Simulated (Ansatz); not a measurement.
Molecular dynamics of SiAsN2H7 (part 2 of 2)

SiAsN2H7, SMILES N[AsH]N[SiH3]; RKS PBE-d3bj/6-31G* (Ansatz 0.2.0). The geometry comes from this level: PBE0-D4/def2-TZVP.

Geometry of the input (Å):
```
N  -1.4794  1.8276  -0.0970
As 0.3112  1.4565  0.1257
N  0.5655  -0.2875  -0.4518
Si 0.8205  -1.6295  0.5948
H  -2.0397  1.5150  0.6836
H  -1.8992  1.5161  -0.9623
H  0.6843  2.0716  -1.2200
H  0.3929  -0.4608  -1.4311
H  1.1042  -1.0666  1.9400
H  1.9666  -2.4653  0.1423
H  -0.3614  -2.5340  0.6964
```

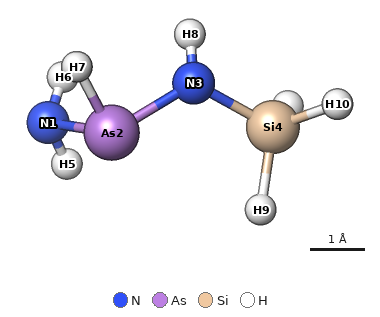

*The geometry at step 20 of the log (ball-and-stick view, seen at a tilt; atoms are numbered from 1 in the order of the input).*

Trajectory as extended XYZ, continued:
```
11
Properties=species:S:1:pos:R:3:forces:R:3 step=10 time_fs=10.0 energy=-71787.86989 temperature=276.6
N    -1.5418    1.8449   -0.1573    0.9777   0.1220  -0.0957
As    0.3311    1.4581    0.1207   -0.3330   0.6424   0.5145
N     0.6158   -0.3015   -0.4388   -0.0205   0.8558  -0.1369
Si    0.7773   -1.6188    0.6313    0.1275  -1.6753  -0.2164
H    -2.0752    1.4785    0.6295   -0.0600  -0.1406   0.4000
H    -1.8478    1.3174   -0.9701   -0.3066  -0.1202  -0.5027
H     0.7814    2.0864   -1.2244   -0.2541  -0.0744  -0.0472
H     0.2360   -0.4781   -1.3522   -0.1067  -0.2671  -0.8279
H     0.9177   -1.1264    1.9888    0.1165   0.4191   0.8124
H     1.9794   -2.4892    0.2959   -0.1945   0.1814   0.0753
H    -0.4164   -2.5490    0.5879    0.0537   0.0569   0.0246
11
Properties=species:S:1:pos:R:3:forces:R:3 step=11 time_fs=11.0 energy=-71787.79552 temperature=215.5
N    -1.5475    1.8450   -0.1630    1.5936   0.6707   0.0392
As    0.3337    1.4589    0.1210   -0.4562   0.6486   0.5373
N     0.6199   -0.2973   -0.4404    0.2560   0.7491   0.5629
Si    0.7724   -1.6198    0.6357    0.0555  -1.6181  -0.7451
H    -2.0616    1.4699    0.6122   -0.4308  -0.3370   1.0298
H    -1.8489    1.3118   -0.9525   -0.4797  -0.5026  -1.2100
H     0.7788    2.0914   -1.2161   -0.2088  -0.0360  -0.1378
H     0.2306   -0.4890   -1.3318   -0.3755  -0.3318  -1.4586
H     0.8932   -1.1359    1.9721    0.1446   0.6022   1.3371
H     1.9735   -2.4855    0.3216   -0.0884   0.1208   0.0282
H    -0.4128   -2.5531    0.5715   -0.0104   0.0341   0.0171
11
Properties=species:S:1:pos:R:3:forces:R:3 step=12 time_fs=12.0 energy=-71787.77094 temperature=188.4
N    -1.5515    1.8452   -0.1684    1.7917   0.8343   0.0595
As    0.3364    1.4598    0.1215   -0.5504   0.6590   0.4769
N     0.6238   -0.2930   -0.4416    0.2447   0.4974   0.5662
Si    0.7676   -1.6216    0.6400    0.0283  -1.4186  -0.9352
H    -2.0499    1.4579    0.6039   -0.5794  -0.4006   1.3088
H    -1.8547    1.3000   -0.9436   -0.4858  -0.6169  -1.4423
H     0.7752    2.0950   -1.2131   -0.1745  -0.0147  -0.1691
H     0.2244   -0.5033   -1.3273   -0.3441  -0.2537  -1.3601
H     0.8720   -1.1390    1.9714    0.1293   0.6485   1.4904
H     1.9685   -2.4806    0.3448    0.0173   0.0581  -0.0086
H    -0.4085   -2.5578    0.5557   -0.0769   0.0070   0.0135
11
Properties=species:S:1:pos:R:3:forces:R:3 step=13 time_fs=13.0 energy=-71787.82686 temperature=233.2
N    -1.5545    1.8460   -0.1739    1.4146   0.3827   0.0701
As    0.3391    1.4604    0.1221   -0.6366   0.6573   0.3867
N     0.6273   -0.2888   -0.4426    0.0129   0.0983   0.0896
Si    0.7625   -1.6245    0.6445    0.0513  -1.0668  -0.7422
H    -2.0424    1.4437    0.6100   -0.3852  -0.2156   0.9731
H    -1.8652    1.2806   -0.9465   -0.2840  -0.3505  -1.0407
H     0.7691    2.0943   -1.2131   -0.1344   0.0136  -0.1921
H     0.2190   -0.5198   -1.3359   -0.0783  -0.0466  -0.7408
H     0.8513   -1.1356    1.9883    0.0851   0.5373   1.2114
H     1.9665   -2.4749    0.3649    0.0900   0.0126  -0.0252
H    -0.4047   -2.5633    0.5426   -0.1355  -0.0222   0.0101
11
Properties=species:S:1:pos:R:3:forces:R:3 step=14 time_fs=14.0 energy=-71787.87490 temperature=265.7
N    -1.5565    1.8473   -0.1797    0.7070  -0.4699   0.0907
As    0.3417    1.4607    0.1226   -0.7212   0.6360   0.3401
N     0.6307   -0.2843   -0.4432   -0.3356  -0.4020  -0.6609
Si    0.7578   -1.6281    0.6489    0.0967  -0.6196  -0.3240
H    -2.0381    1.4263    0.6255   -0.0091   0.1294   0.2597
H    -1.8779    1.2547   -0.9586    0.0460   0.1669  -0.2738
H     0.7621    2.0900   -1.2116   -0.0811   0.0672  -0.2569
H     0.2132   -0.5369   -1.3545    0.3176   0.2477   0.1679
H     0.8323   -1.1254    2.0172    0.0375   0.3217   0.6676
H     1.9652   -2.4709    0.3808    0.1384  -0.0155  -0.0246
H    -0.4019   -2.5666    0.5289   -0.1962  -0.0617   0.0141
11
Properties=species:S:1:pos:R:3:forces:R:3 step=15 time_fs=15.0 energy=-71787.84308 temperature=273.7
N    -1.5580    1.8480   -0.1859    0.1013  -1.2620   0.0876
As    0.3442    1.4610    0.1230   -0.7996   0.6057   0.3100
N     0.6342   -0.2801   -0.4433   -0.6081  -0.8780  -1.2688
Si    0.7532   -1.6325    0.6533    0.1149  -0.1722   0.1170
H    -2.0322    1.4114    0.6426    0.2804   0.4275  -0.3962
H    -1.8889    1.2270   -0.9740    0.3489   0.6715   0.4573
H     0.7544    2.0850   -1.2099   -0.0222   0.1258  -0.3355
H     0.2113   -0.5532   -1.3748    0.6430   0.5209   0.9409
H     0.8163   -1.1118    2.0512   -0.0042   0.0791   0.0751
H     1.9642   -2.4687    0.3956    0.1696  -0.0350  -0.0179
H    -0.4024   -2.5690    0.5128   -0.2242  -0.0834   0.0305
11
Properties=species:S:1:pos:R:3:forces:R:3 step=16 time_fs=16.0 energy=-71787.77756 temperature=245.6
N    -1.5601    1.8465   -0.1920   -0.1524  -1.6903   0.0693
As    0.3467    1.4615    0.1234   -0.8620   0.5989   0.2105
N     0.6371   -0.2767   -0.4440   -0.6914  -1.2479  -1.4710
Si    0.7488   -1.6376    0.6581    0.0976   0.1988   0.4583
H    -2.0209    1.4034    0.6555    0.3582   0.5564  -0.7640
H    -1.8948    1.2051   -0.9868    0.5165   0.9733   0.9172
H     0.7466    2.0815   -1.2125    0.0198   0.1516  -0.3491
H     0.2181   -0.5665   -1.3882    0.7777   0.6948   1.3218
H     0.7988   -1.0980    2.0862   -0.0297  -0.1421  -0.4486
H     1.9650   -2.4696    0.4100    0.1605  -0.0275  -0.0003
H    -0.4067   -2.5730    0.4954   -0.1949  -0.0661   0.0559
11
Properties=species:S:1:pos:R:3:forces:R:3 step=17 time_fs=17.0 energy=-71787.74630 temperature=226.0
N    -1.5627    1.8431   -0.1979   -0.0753  -1.7196   0.0829
As    0.3491    1.4621    0.1241   -0.9137   0.6067   0.0599
N     0.6391   -0.2743   -0.4463   -0.5774  -1.4606  -1.2042
Si    0.7445   -1.6432    0.6630    0.0668   0.4820   0.6511
H    -2.0065    1.4034    0.6611    0.2700   0.5304  -0.8460
H    -1.8949    1.1936   -0.9930    0.5353   1.0233   1.0558
H     0.7404    2.0788   -1.2179    0.0432   0.1518  -0.3087
H     0.2321   -0.5729   -1.3897    0.7081   0.7247   1.2419
H     0.7793   -1.0859    2.1174   -0.0360  -0.3192  -0.8499
H     1.9677   -2.4733    0.4225    0.1064   0.0079   0.0291
H    -0.4142   -2.5771    0.4770   -0.1274  -0.0274   0.0882
11
Properties=species:S:1:pos:R:3:forces:R:3 step=18 time_fs=18.0 energy=-71787.76350 temperature=222.1
N    -1.5652    1.8379   -0.2037    0.2501  -1.3916   0.2038
As    0.3515    1.4629    0.1247   -0.9438   0.6339  -0.1351
N     0.6398   -0.2727   -0.4497   -0.2795  -1.4864  -0.4554
Si    0.7403   -1.6487    0.6678    0.0299   0.6556   0.6712
H    -1.9918    1.4096    0.6605    0.0880   0.4025  -0.7164
H    -1.8880    1.1928   -0.9910    0.4071   0.8129   0.8650
H     0.7361    2.0759   -1.2273    0.0461   0.1275  -0.2111
H     0.2515   -0.5713   -1.3783    0.4425   0.5879   0.6715
H     0.7592   -1.0777    2.1386   -0.0314  -0.4322  -1.0842
H     1.9734   -2.4767    0.4341    0.0131   0.0593   0.0632
H    -0.4242   -2.5813    0.4578   -0.0220   0.0304   0.1275
11
Properties=species:S:1:pos:R:3:forces:R:3 step=19 time_fs=19.0 energy=-71787.78229 temperature=227.3
N    -1.5675    1.8321   -0.2090    0.7695  -0.7620   0.4570
As    0.3537    1.4638    0.1252   -0.9600   0.6594  -0.3504
N     0.6402   -0.2723   -0.4534    0.1645  -1.3046   0.7207
Si    0.7360   -1.6536    0.6725    0.0067   0.7326   0.5437
H    -1.9772    1.4194    0.6554   -0.1598   0.2074  -0.4131
H    -1.8758    1.1994   -0.9819    0.1516   0.3612   0.3619
H     0.7308    2.0728   -1.2391    0.0440   0.0914  -0.0874
H     0.2752   -0.5638   -1.3602    0.0173   0.2938  -0.3432
H     0.7367   -1.0749    2.1470   -0.0159  -0.4775  -1.1533
H     1.9793   -2.4807    0.4446   -0.0909   0.1180   0.0986
H    -0.4331   -2.5854    0.4389    0.0731   0.0803   0.1653
11
Properties=species:S:1:pos:R:3:forces:R:3 step=20 time_fs=20.0 energy=-71787.76272 temperature=203.5
N    -1.5692    1.8266   -0.2136    1.3672   0.0341   0.7509
As    0.3557    1.4652    0.1259   -0.9827   0.6594  -0.5555
N     0.6407   -0.2725   -0.4565    0.5653  -1.0621   1.8733
Si    0.7312   -1.6582    0.6770    0.0157   0.7516   0.2874
H    -1.9653    1.4332    0.6481   -0.4378  -0.0276   0.0070
H    -1.8637    1.2091   -0.9711   -0.1518  -0.2147  -0.3001
H     0.7220    2.0699   -1.2510    0.0519   0.0581   0.0265
H     0.2998   -0.5535   -1.3488   -0.3674  -0.0140  -1.3394
H     0.7136   -1.0778    2.1431    0.0022  -0.4602  -1.0770
H     1.9837   -2.4858    0.4538   -0.1885   0.1753   0.1313
H    -0.4394   -2.5882    0.4215    0.1258   0.1002   0.1958
11
Properties=species:S:1:pos:R:3:forces:R:3 step=21 time_fs=21.0 energy=-71787.74519 temperature=191.0
N    -1.5692    1.8215   -0.2169    1.8556   0.6914   0.8255
As    0.3573    1.4667    0.1264   -0.9893   0.6570  -0.7571
N     0.6414   -0.2732   -0.4580    0.6863  -0.9684   2.3376
Si    0.7264   -1.6628    0.6814   -0.0018   0.7260  -0.0930
H    -1.9593    1.4480    0.6400   -0.6925  -0.2625   0.4416
H    -1.8525    1.2164   -0.9674   -0.3773  -0.6413  -0.7764
H     0.7132    2.0684   -1.2646    0.0519   0.0110   0.1651
H     0.3209   -0.5420   -1.3532   -0.4696  -0.1366  -1.6639
H     0.6902   -1.0852    2.1282    0.0197  -0.3858  -0.8605
H     1.9853   -2.4889    0.4613   -0.2439   0.2036   0.1578
H    -0.4442   -2.5906    0.4055    0.1609   0.1056   0.2231
11
Properties=species:S:1:pos:R:3:forces:R:3 step=22 time_fs=22.0 energy=-71787.77069 temperature=215.4
N    -1.5675    1.8167   -0.2189    2.0910   0.9537   0.5465
As    0.3587    1.4683    0.1267   -0.9788   0.6517  -0.9085
N     0.6430   -0.2745   -0.4575    0.4892  -1.0699   1.8581
Si    0.7219   -1.6674    0.6857   -0.1032   0.6448  -0.5831
H    -1.9613    1.4605    0.6325   -0.8651  -0.4446   0.7580
H    -1.8414    1.2169   -0.9736   -0.4380  -0.7145  -0.8129
H     0.7069    2.0691   -1.2776    0.0410  -0.0447   0.3057
H     0.3368   -0.5285   -1.3750   -0.2534  -0.0327  -1.0742
H     0.6656   -1.0974    2.1054    0.0337  -0.2477  -0.5047
H     1.9829   -2.4883    0.4690   -0.2269   0.1823   0.1699
H    -0.4498   -2.5943    0.3934    0.2104   0.1217   0.2453
11
Properties=species:S:1:pos:R:3:forces:R:3 step=23 time_fs=23.0 energy=-71787.80749 temperature=225.5
N    -1.5642    1.8124   -0.2204    1.9759   0.7591   0.1979
As    0.3601    1.4701    0.1267   -0.9621   0.6139  -1.0048
N     0.6455   -0.2767   -0.4560    0.1757  -1.2006   0.9082
Si    0.7177   -1.6717    0.6896   -0.2384   0.5292  -1.1338
H    -1.9719    1.4676    0.6292   -0.8435  -0.4737   0.7238
H    -1.8340    1.2102   -0.9868   -0.3441  -0.4694  -0.4502
H     0.7035    2.0689   -1.2889    0.0259  -0.0892   0.4199
H     0.3490   -0.5133   -1.4068    0.0747   0.1334  -0.0336
H     0.6419   -1.1139    2.0801    0.0346  -0.0564  -0.0487
H     1.9770   -2.4848    0.4782   -0.1486   0.1207   0.1666
H    -0.4547   -2.5989    0.3861    0.2499   0.1331   0.2548
11
Properties=species:S:1:pos:R:3:forces:R:3 step=24 time_fs=24.0 energy=-71787.81492 temperature=221.4
N    -1.5600    1.8088   -0.2223    1.5032   0.2281   0.1362
As    0.3613    1.4720    0.1266   -0.9468   0.5276  -1.0509
N     0.6486   -0.2801   -0.4541   -0.0669  -1.2099   0.0740
Si    0.7136   -1.6755    0.6929   -0.3711   0.3949  -1.7063
H    -1.9904    1.4684    0.6337   -0.5485  -0.3026   0.2100
H    -1.8315    1.1977   -1.0025   -0.1687  -0.0759   0.0973
H     0.7007    2.0669   -1.2974    0.0165  -0.1145   0.4890
H     0.3607   -0.4975   -1.4374    0.3248   0.2194   0.8743
H     0.6192   -1.1328    2.0551    0.0189   0.1710   0.4748
H     1.9689   -2.4799    0.4895   -0.0282   0.0335   0.1523
H    -0.4583   -2.6025    0.3827    0.2668   0.1283   0.2494
11
Properties=species:S:1:pos:R:3:forces:R:3 step=25 time_fs=25.0 energy=-71787.78482 temperature=188.8
N    -1.5553    1.8058   -0.2243    0.8882  -0.3494   0.3254
As    0.3623    1.4744    0.1263   -0.9332   0.4072  -1.0377
N     0.6517   -0.2843   -0.4520   -0.1910  -1.0947  -0.4091
Si    0.7097   -1.6789    0.6953   -0.4721   0.3028  -2.1689
H    -2.0124    1.4656    0.6435   -0.1144  -0.0510  -0.5060
H    -1.8304    1.1839   -1.0171   -0.0032   0.2857   0.5959
H     0.6952    2.0647   -1.3020    0.0244  -0.1226   0.5003
H     0.3740   -0.4819   -1.4583    0.4451   0.2081   1.4025
H     0.5969   -1.1508    2.0354   -0.0053   0.3804   0.9452
H     1.9596   -2.4749    0.5020    0.1194  -0.0650   0.1312
H    -0.4587   -2.6061    0.3842    0.2421   0.0985   0.2212
11
Properties=species:S:1:pos:R:3:forces:R:3 step=26 time_fs=26.0 energy=-71787.76056 temperature=176.5
N    -1.5500    1.8032   -0.2262    0.4012  -0.7417   0.5136
As    0.3631    1.4772    0.1261   -0.9021   0.2665  -0.9577
N     0.6547   -0.2894   -0.4499   -0.1990  -0.8634  -0.4511
Si    0.7060   -1.6823    0.6967   -0.5094   0.3036  -2.3732
H    -2.0321    1.4598    0.6485    0.2449   0.1427  -1.0071
H    -1.8240    1.1715   -1.0260    0.0883   0.5099   0.8726
H     0.6888    2.0627   -1.3025    0.0445  -0.1179   0.4590
H     0.3916   -0.4648   -1.4648    0.4334   0.1050   1.4620
H     0.5737   -1.1628    2.0261   -0.0188   0.4918   1.1810
H     1.9522   -2.4715    0.5136    0.2417  -0.1403   0.1204
H    -0.4550   -2.6101    0.3870    0.1752   0.0437   0.1805
11
Properties=species:S:1:pos:R:3:forces:R:3 step=27 time_fs=27.0 energy=-71787.78193 temperature=192.6
N    -1.5442    1.8010   -0.2271    0.1263  -0.9047   0.5718
As    0.3636    1.4801    0.1260   -0.8639   0.1144  -0.8060
N     0.6576   -0.2954   -0.4476   -0.1120  -0.5486  -0.0651
Si    0.7022   -1.6858    0.6975   -0.5033   0.3935  -2.2737
H    -2.0479    1.4527    0.6420    0.4425   0.2430  -1.1339
H    -1.8157    1.1643   -1.0276    0.1206   0.5889   0.8979
H     0.6824    2.0616   -1.2982    0.0739  -0.1025   0.3644
H     0.4140   -0.4457   -1.4577    0.3145  -0.0667   1.0732
H     0.5505   -1.1707    2.0298   -0.0084   0.4852   1.1150
H     1.9486   -2.4691    0.5254    0.3083  -0.1829   0.1186
H    -0.4510   -2.6137    0.3896    0.1015  -0.0197   0.1379
11
Properties=species:S:1:pos:R:3:forces:R:3 step=28 time_fs=28.0 energy=-71787.83126 temperature=205.4
N    -1.5386    1.7987   -0.2272    0.0208  -0.8816   0.5119
As    0.3638    1.4826    0.1257   -0.8423  -0.0326  -0.5783
N     0.6604   -0.3013   -0.4448    0.0418  -0.2189   0.6838
Si    0.6980   -1.6890    0.6975   -0.4783   0.5500  -1.8994
H    -2.0619    1.4468    0.6248    0.5021   0.2665  -0.9518
H    -1.8104    1.1632   -1.0235    0.1296   0.5566   0.7290
H     0.6761    2.0600   -1.2900    0.1114  -0.0710   0.2134
H     0.4402   -0.4253   -1.4412    0.1253  -0.2699   0.2950
H     0.5298   -1.1756    2.0453    0.0299   0.3854   0.7917
H     1.9471   -2.4677    0.5390    0.3299  -0.2012   0.1138
H    -0.4491   -2.6162    0.3950    0.0299  -0.0834   0.0908
11
Properties=species:S:1:pos:R:3:forces:R:3 step=29 time_fs=29.0 energy=-71787.86361 temperature=233.3
N    -1.5335    1.7958   -0.2265    0.1261  -0.6442   0.3714
As    0.3640    1.4849    0.1252   -0.8409  -0.1633  -0.2977
N     0.6629   -0.3067   -0.4415    0.2020   0.0817   1.6067
Si    0.6937   -1.6919    0.6967   -0.4096   0.7115  -1.4078
H    -2.0741    1.4424    0.5976    0.4048   0.2055  -0.4684
H    -1.8056    1.1655   -1.0125    0.0989   0.3913   0.3344
H     0.6705    2.0597   -1.2796    0.1517  -0.0336   0.0303
H     0.4691   -0.4041   -1.4226   -0.0691  -0.4616  -0.6784
H     0.5121   -1.1774    2.0672    0.0843   0.2446   0.3528
H     1.9492   -2.4674    0.5525    0.2875  -0.1856   0.1107
H    -0.4489   -2.6173    0.4013   -0.0358  -0.1463   0.0459
11
Properties=species:S:1:pos:R:3:forces:R:3 step=30 time_fs=30.0 energy=-71787.85401 temperature=212.7
N    -1.5286    1.7923   -0.2258    0.4372  -0.1909   0.2379
As    0.3644    1.4872    0.1249   -0.8534  -0.2783  -0.0207
N     0.6654   -0.3120   -0.4368    0.2843   0.3275   2.2947
Si    0.6895   -1.6947    0.6953   -0.3051   0.8124  -0.8891
H    -2.0826    1.4398    0.5661    0.1554   0.0694   0.2220
H    -1.8018    1.1712   -0.9970    0.0237   0.0841  -0.2678
H     0.6652    2.0612   -1.2692    0.1921  -0.0028  -0.1490
H     0.4966   -0.3856   -1.4086   -0.1823  -0.5893  -1.4453
H     0.4974   -1.1769    2.0922    0.1418   0.0950  -0.1042
H     1.9543   -2.4690    0.5647    0.1876  -0.1368   0.1106
H    -0.4497   -2.6195    0.4068   -0.0814  -0.1903   0.0110
```
